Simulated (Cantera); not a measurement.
Charge: 1 mol CH4, 0.78 mol O2, 16 mol H2, at 3.00 bar.

Equilibrium computed with Cantera from the NASA thermochemical tables; the gas is ideal and each condensed phase is pure. Candidate condensed phases: C, C6H6, C7H8, C8H18, H2O; 110 gas species. The numbers say what is thermodynamically allowed, not how fast it happens.

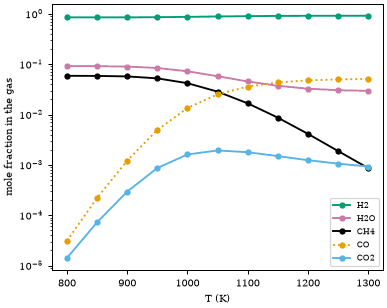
Equilibrium gas composition (values under 1e-9 drawn at 1e-9)

Q: Read off the mole fractions at 1150 K.

A: H2 about 0.91, CO about 0.043, H2O about 0.037, CH4 about 0.0087, CO2 about 0.0015.
